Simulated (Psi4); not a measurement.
# Si2H3F (SMILES F[Si][SiH3]) at UM06-2X/def2-SVPD

Aim: the vertical triplet–singlet gap of Si2H3F at UM06-2X/def2-SVPD, from 2 runs. 

The calculation is run with Psi4 1.11.

### Step 1. The molecule

Si2H3F: 6 atoms, total charge 0, spin state triplet. SMILES: `F[Si][SiH3]`. The shape is that of a GFN2-xTB optimisation.

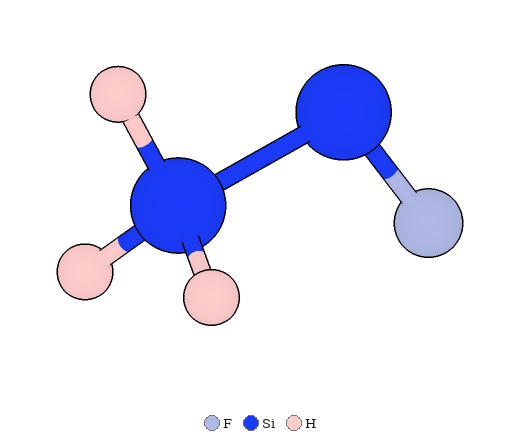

The structure, seen from a chosen angle (fluorine light blue, silicon blue, hydrogen pink).

### Step 2. Energy and forces at UM06-2X/def2-SVPD

The input, fh3si2.xyz:

```xyz
6
FH3Si2
F      0.305600    -2.264910     1.255600
Si     1.182750    -1.160380     0.372400
Si    -0.176850     0.540110    -0.272780
H     -1.296890     0.179960    -1.156100
H      0.771310     1.376770    -1.009080
H     -0.785920     1.328460     0.809960
```

The input, job.py:

```python
import psi4

psi4.set_memory('1600 MB')
psi4.set_num_threads(1)
psi4.core.set_output_file('output.dat', False)

with open('fh3si2.xyz') as f:
    atoms = ''.join(f.readlines()[2:])
molecule = psi4.geometry('0 3\n' + atoms + 'symmetry c1')

psi4.set_options({
    'reference': 'uks',
    'puream': True,
    'e_convergence': 1e-09,
    'd_convergence': 1e-08,
    'scf_type': 'pk',
    'dft_radial_points': 99,
    'dft_spherical_points': 590,
    'maxiter': 200,
})

e_tot, wfn = psi4.gradient('m06-2x/def2-SVPD', return_wfn=True)
print('gradient / Eh bohr^-1')
print(e_tot.np.round(6))
print(f'energy = {wfn.energy():.10f} Eh')
```

Started as:

```bash
$ python job.py
```

output.dat, shortened:

```text
[...]
  Running in c1 symmetry.
[...]
  Nuclear repulsion =  132.965292027693152
[...]
  Multiplicity = 3
[...]
  Nalpha       = 21
  Nbeta        = 19
[...]
    Number of basis functions: 95
[...]
   @UKS iter   1:  -680.18993505073695   -4.99165e-01   3.74851e-03 ADIIS/DIIS
[...]
   @UKS iter  13:  -680.25181965057754   -1.13687e-12   3.51798e-09 DIIS
[...]
   @S^2 Observed:                2.004214378E+00
[...]
    Orbital Energies [Eh]
    ---------------------
    Alpha Occupied:
       1A    -67.074093     2A    -67.030220     3A    -25.251063
       4A     -5.607130     5A     -5.570830     6A     -3.921853
       7A     -3.920895     8A     -3.916902     9A     -3.885003
      10A     -3.882295    11A     -3.881992    12A     -1.297827
      13A     -0.664437    14A     -0.608558    15A     -0.536534
      16A     -0.535931    17A     -0.472556    18A     -0.424245
      19A     -0.420972    20A     -0.311705    21A     -0.234640
    Alpha Virtual:
      22A     -0.001437    23A      0.031878    24A      0.045851
      25A      0.064245    26A      0.064457    27A      0.101291
[...]
  @UKS Final Energy:  -680.25181965057754
   => Energetics <=
    Nuclear Repulsion Energy =            132.9652920276931525
    One-Electron Energy =               -1207.6396616143497340
    Two-Electron Energy =                 419.7580573091077554
    DFT Exchange-Correlation Energy =     -25.3355073730286620
    Empirical Dispersion Energy =           0.0000000000000000
    VV10 Nonlocal Energy =                  0.0000000000000000
    Total Energy =                       -680.2518196505776586
[...]
 Multipole Moments:
 ------------------------------------------------------------------------------------
     Multipole            Electronic (a.u.)      Nuclear  (a.u.)        Total (a.u.)
 ------------------------------------------------------------------------------------
 L = 1.  Multiply by 2.5417464519 to convert [e a0] to [Debye]
 Dipole X            :          2.5508328           -2.2961328            0.2547000
 Dipole Y            :         -5.7978324            6.2376681            0.4398357
 Dipole Z            :          2.7455859           -3.0727639           -0.3271780
 Magnitude           :                                                    0.6044609
[...]
  -Total Gradient:
     Atom            X                  Y                   Z
    ------   -----------------  -----------------  -----------------
       1       -0.006381903423    -0.000673516515     0.002089910355
       2        0.003103396839     0.014432590632    -0.009288428652
       3        0.006610509326    -0.012515528061     0.005557027716
       4        0.002536001296     0.006354634620     0.004682634957
       5       -0.005040196234    -0.006314325928     0.004985036873
       6       -0.000816095345    -0.001190819760    -0.008089136552
[...]
```

On the terminal:

```text
Memory set to   1.490 GiB by Python driver.
  Threads set to 1 by Python driver.
gradient / Eh bohr^-1
[[-0.006382 -0.000674  0.00209 ]
 [ 0.003103  0.014433 -0.009288]
 [ 0.006611 -0.012516  0.005557]
 [ 0.002536  0.006355  0.004683]
 [-0.00504  -0.006314  0.004985]
 [-0.000816 -0.001191 -0.008089]]
energy = -680.2518196506 Eh
```

It took 49 s on 1 thread of Intel Xeon 6975P-C (Granite Rapids), shared host; peak memory 0.88 GiB.

### Step 3. The singlet: the energy at M06-2X/def2-SVPD

The input, fh3si2.in:

```
memory 1600 mb

molecule molecule1 {
  0 1
  F
  Si 1 R2
  Si 2 R3 1 A3
  H 3 R4 2 A4 1 D4
  H 3 R5 4 A5 2 D5
  H 3 R6 5 A6 4 D6

  R2 = 1.664158
  R3 = 2.270779
  A3 = 109.40445
  R4 = 1.471208
  A4 = 116.30132
  D4 = -62.35626
  R5 = 1.463265
  A5 = 109.33924
  D5 = 112.95568
  R6 = 1.471322
  A6 = 109.40043
  D6 = -114.41335
  symmetry c1
}

set {
  basis                def2-SVPD
  reference            rks
  puream               true
  e_convergence        1e-09
  d_convergence        1e-08
  scf_type             pk
  dft_radial_points    99
  dft_spherical_points 590
}

e = energy("m06-2x")
```

Started as:

```bash
$ psi4 fh3si2.in fh3si2.out -n 1
```

fh3si2.out, shortened:

```text
[...]
  Running in c1 symmetry.
[...]
  Nuclear repulsion =  132.965272272676287
[...]
  Multiplicity = 1
[...]
  Nalpha       = 20
  Nbeta        = 20
[...]
    Number of basis functions: 95
[...]
   @RKS iter   1:  -680.22832817003268   -5.37558e-01   3.74944e-03 ADIIS/DIIS
[...]
   @RKS iter  11:  -680.28391872793679   -4.32010e-12   2.36341e-09 DIIS
[...]
    Orbital Energies [Eh]
    ---------------------
    Doubly Occupied:
       1A    -67.073072     2A    -67.002390     3A    -25.256018
       4A     -5.607644     5A     -5.548569     6A     -3.919480
       7A     -3.916747     8A     -3.913225     9A     -3.860363
      10A     -3.860331    11A     -3.859993    12A     -1.300491
      13A     -0.655265    14A     -0.605078    15A     -0.535434
      16A     -0.531569    17A     -0.455472    18A     -0.416149
      19A     -0.414917    20A     -0.269641
[...]
  @RKS Final Energy:  -680.28391872793679
   => Energetics <=
    Nuclear Repulsion Energy =            132.9652722726762875
    One-Electron Energy =               -1207.8542213888274546
    Two-Electron Energy =                 419.9501948217950371
    DFT Exchange-Correlation Energy =     -25.3451644335805106
    Empirical Dispersion Energy =           0.0000000000000000
    VV10 Nonlocal Energy =                  0.0000000000000000
    Total Energy =                       -680.2839187279366797
[...]
 Multipole Moments:
 ------------------------------------------------------------------------------------
     Multipole            Electronic (a.u.)      Nuclear  (a.u.)        Total (a.u.)
 ------------------------------------------------------------------------------------
 L = 1.  Multiply by 2.5417464519 to convert [e a0] to [Debye]
 Dipole X            :         -0.0043942            0.0028782           -0.0015160
 Dipole Y            :          5.4254578           -5.7292090           -0.3037512
 Dipole Z            :         -4.1405591            4.5605676            0.4200086
 Magnitude           :                                                    0.5183380
[...]
```

It took 25 s on 1 thread of Intel Xeon 6975P-C (Granite Rapids), shared host; peak memory 0.86 GiB.

### Step 4. Outcome

Level: UM06-2X/def2-SVPD.

```
                                        quantity          value
                           triplet: total energy  -680.25182 Eh
                          triplet: dipole moment         1.54 D
     triplet: HOMO energy (highest over α and β)       -6.38 eV
      triplet: LUMO energy (lowest over α and β)       -3.44 eV
                                   triplet: ⟨S²⟩          2.004
               triplet: largest force on an atom     0.897 eV/Å
                           singlet: total energy  -680.28392 Eh
                          singlet: dipole moment         1.32 D
                            singlet: HOMO energy       -7.34 eV
                            singlet: LUMO energy       -2.34 eV
                          singlet: HOMO–LUMO gap        5.00 eV
vertical energy of the singlet above the triplet      -0.873 eV
```

**Reading.** At this shape the singlet lies 0.87 eV (20.1 kcal/mol) below the triplet. The largest force (triplet) is 0.90 eV/Å: the shape isn't a stationary point for this species at this level.
